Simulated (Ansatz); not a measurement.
A series of calculations on C$_{3}$H$_{9}$FOSi

### Relaxation

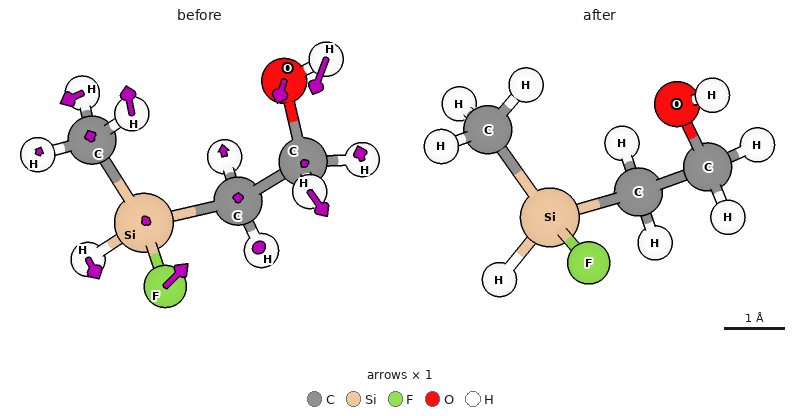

The structure of C₃H₉FOSi before (left) and after (right) a relaxation, at one scale. The purple arrows give the displacements, at their true length.

A ball-and-stick model, seen at a tilt.

The run prepares an end point of a later path (torsion) calculation, from a guessed geometry.

Level of theory: RKS r2SCANh/6-31G in Ansatz 0.2.0. (no spin polarisation; force threshold 0.015 eV/Å; at most 40 steps)

Describe what moved and what it gained.

Answer. The largest move after the best rigid fit is that of an H atom, 0.95 Å. Largest moves by element: H 0.95 Å, F 0.69 Å, O 0.61 Å, C 0.24 Å, Si 0.20 Å. Near-neighbour distances that change, for instance: F–Si 1.589 → 1.709 Å, C–Si 1.828 → 1.907 Å, C–H 1.032 → 1.095 Å, C–H 1.144 → 1.091 Å. Bond angles that change, for instance: Si–C–C 117.1° → 109.3°, C–C–O 111.6° → 105.8°, H–C–H 104.3° → 109.6°. Groups turn about C–Si by about 25°, C–C by about 20°. After 13 geometry steps the energy has fallen by 73.2 kJ/mol. The largest force component goes from 3.9 to 0.0082 eV/Å. The run took 2.4 min on 1 thread of Arm Neoverse V1, on a shared host, peak memory 0.21 GiB.

### Relaxation

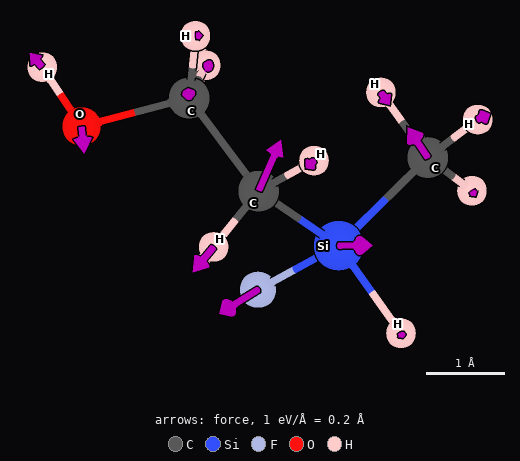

Starting geometry of C3H9FOSi with the computed forces as purple arrows. Style: ball-and-stick. Shown from a free direction.

The run prepares an end point of a later path (torsion) calculation, from a guessed geometry.

These are results of Ansatz, RKS r2SCANh/6-31G, not measurements.

The input:
```yaml
crystal:
  periodic: [false, false, false]
  atoms:
    - { symbol: C, position_ang: [0.3424, -0.6661, 1.9157] }
    - { symbol: Si, position_ang: [1.1221, -0.7276, 0.2593] }
    - { symbol: F, position_ang: [2.2672, 0.3726, 0.2013] }
    - { symbol: C, position_ang: [0.06, -0.375, -1.1861] }
    - { symbol: C, position_ang: [-0.6832, 0.9723, -1.1968] }
    - { symbol: O, position_ang: [-0.13298, 1.87257, -2.16906] }
    - { symbol: H, position_ang: [-0.0736, 0.3848, 2.093] }
    - { symbol: H, position_ang: [-0.5024, -1.3083, 1.9637] }
    - { symbol: H, position_ang: [0.996, -0.839, 2.7554] }
    - { symbol: H, position_ang: [1.7455, -2.0641, 0.1125] }
    - { symbol: H, position_ang: [0.5725, -0.4778, -2.076] }
    - { symbol: H, position_ang: [-0.7582, -1.1639, -1.1927] }
    - { symbol: H, position_ang: [-0.62259, 1.52138, -0.22098] }
    - { symbol: H, position_ang: [-1.74007, 0.8459, -1.47539] }
    - { symbol: H, position_ang: [-0.61249, 2.68711, -2.1287] }
basis:
  gaussian: { orbitals: "6-31G" }
hamiltonian:
  xc: r2scanh
relax:
  f_tol: 0.015
  max_steps: 40
```

Run as
```bash
ansatz run input.yaml --threads 1 --pin off --max-ram 2048MiB --backend cpu --events-out ev --progress --plain --runs-dir out
```

Question: Is this structure relaxed? If not, where do the atoms go?

Answer: It isn't relaxed: the largest force vector, on F3, is 4.31 eV/Å. The final displacements have little in common with the starting forces (cosine between the two patterns 0.02). H13 moves most after the best rigid fit: 1.42 Å. Largest moves by element: H 1.42 Å, O 1.37 Å, F 0.61 Å, C 0.54 Å, Si 0.13 Å. Some distances before and after: Si2–F3 1.589 → 1.703 Å, Si2–C4 1.828 → 1.908 Å, C4–H11 1.032 → 1.096 Å, C1–Si2 1.832 → 1.887 Å. Among the angles between lasting bonds that change: F3–Si2–C4 104.8° → 110.8°, C4–C5–O6 111.6° → 105.7°, C5–C4–H12 105.1° → 110.5°. Groups turn about C4–C5 by about 55°, Si2–C4 by about 30°. After 14 accepted moves (15 points after the start) the energy has fallen by 87.0 kJ/mol. The largest force component goes from 3.7 to 0.015 eV/Å. The line search rejected the trial step at point 12 of the run. The run took 2.6 min on 1 thread of Arm Neoverse V1 (shared host), peak memory 0.23 GiB.

### Path

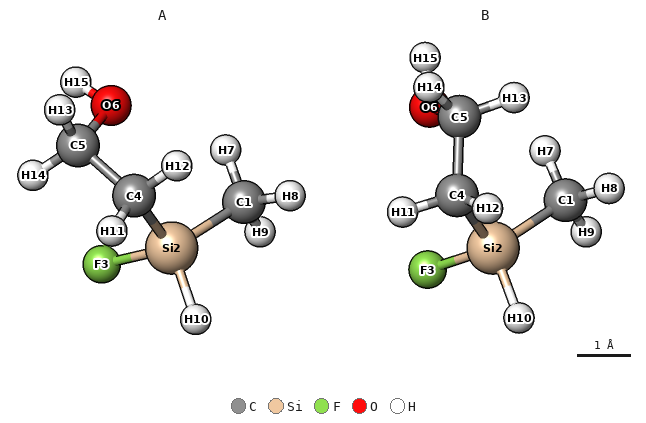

The two relaxed end points of a path for C$_{3}$H$_{9}$FOSi. The picture is a ball-and-stick view, seen from a free direction.

Method: Ansatz 0.2.0, RKS r2SCANh/6-31G.

Run with 7 movable images; climbing image; force threshold 0.05 eV/Å; iteration limit 21.

Start:
```xyz
15

C     0.1529   -0.8361    1.9504
Si    1.0383   -0.5636    0.3104
F     1.8856    0.9208    0.3328
C    -0.1135   -0.4684   -1.2060
C    -0.6430    0.9489   -1.3467
O    -1.2244    1.2855   -0.0517
H    -0.6241   -0.0786    2.0656
H    -0.3196   -1.8246    1.9566
H     0.8436   -0.7835    2.7962
H     2.0928   -1.6186    0.0911
H     0.4204   -0.7668   -2.1146
H    -0.9480   -1.1649   -1.0618
H    -1.4056    1.0172   -2.1340
H     0.1781    1.6350   -1.5863
H    -1.3553    2.2471    0.0275
```

End:
```xyz
15

C    -0.0192   -0.6824    1.8072
Si    1.1391   -0.6398    0.3185
F     2.3882    0.4849    0.5917
C     0.2243   -0.2552   -1.3110
C    -0.9592    0.6686   -1.0862
O    -0.4574    1.7577   -0.2617
H    -0.4916    0.2947    1.9276
H    -0.7974   -1.4393    1.6602
H     0.5229   -0.9268    2.7242
H     1.8545   -1.9580    0.1612
H     0.9361    0.2091   -2.0029
H    -0.1048   -1.1992   -1.7625
H    -1.7700    0.1365   -0.5673
H    -1.3528    1.0523   -2.0371
H    -1.1344    2.4460   -0.1325
```

What barrier does the band find between them, and by what path?

Answer. The energy climbs by 0.133 eV to image 5 and then falls by 0.054 eV, so the end point sits at +0.078 eV. The motion is a rotation about the C4–C5 bond by about 105°, with a turn of about 55° about Si2–C4. No bond forms or breaks between the ends. Bond angles that change up to the highest image, for instance: F3–Si2–C4 105.5° → 110.6°, C4–Si2–H10 110.0° → 104.9°. The band converged in 9 iterations. The largest component of the band force went from 5.5 to 0.037 eV/Å. The climbing image converged on the top of the path. Its vibrational analysis gives one imaginary mode (107i cm⁻¹), as a transition state must have.

Energies of the converged images:

```tsv
image	path (Å)	E (eV)
0	0.00	0.000
1	0.47	0.012
2	0.93	0.048
3	1.40	0.090
4	1.87	0.121
5	2.34	0.133
6	2.83	0.121
7	3.33	0.094
8	3.83	0.078
```

The geometry at the top of the path:

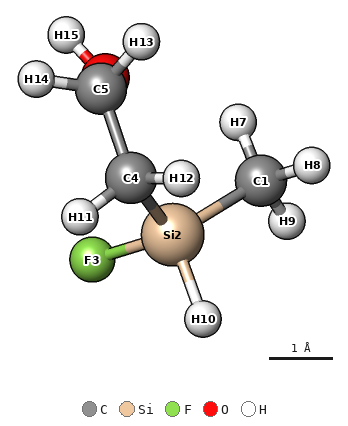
